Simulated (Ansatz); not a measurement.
| atom | x (Å) | y (Å) | z (Å) |
| --- | --- | --- | --- |
| Al | -0.0006 | 0.0011 | 0.0003 |
| O | -0.0585 | 0.0618 | 1.9306 |
| H | -0.1048 | 0.8641 | 2.4920 |
| H | -0.0460 | -0.7061 | 2.5399 |
| O | 0.0556 | -0.0720 | -1.9297 |
| H | 0.0953 | -0.8810 | -2.4820 |
| H | 0.0487 | 0.6890 | -2.5474 |
| O | 1.9296 | 0.0773 | 0.0536 |
| H | 2.4915 | 0.1372 | 0.8546 |
| H | 2.5376 | 0.0646 | -0.7152 |
| O | -1.9306 | -0.0677 | -0.0557 |
| H | -2.5394 | -0.0703 | 0.7124 |
| H | -2.4922 | -0.1039 | -0.8584 |
| O | -0.0696 | 1.9306 | -0.0677 |
| H | 0.6949 | 2.5440 | -0.0736 |
| H | -0.8755 | 2.4877 | -0.1026 |
| O | 0.0726 | -1.9289 | 0.0696 |
| H | -0.6895 | -2.5454 | 0.0656 |
| H | 0.8807 | -2.4822 | 0.1136 |

Geometry: B3LYP-D4/def2-SVP.

Method: Ansatz 0.2.0, RKS PBE0-D4/def2-TZVP.

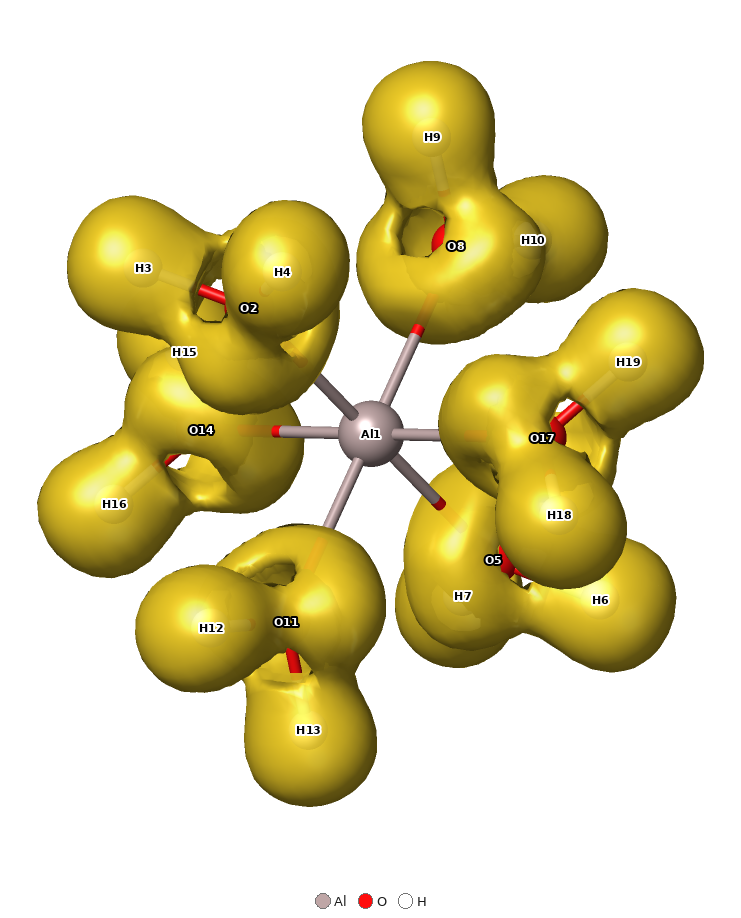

AlH12O6 (charge +3). Isosurface of the ELF at 0.8 (yellow), seen at a tilt. Only the valence region is drawn (cores and ρ < 0.01 e/Å³ removed).

**Identify the bonds, lone pairs and shells in this picture.**

At this value the surface marks out six joined regions spread over several atoms (H, O), in which their bonds and any lone pairs are merged.

Values along the shortest contacts:
Al–O (1.93 Å): the ELF peaks at about 0.90 between the atoms. O–H (0.98 Å): the ELF climbs to about 1 towards the hydrogen, as it does in any bond to H (a covalent bond by its length).
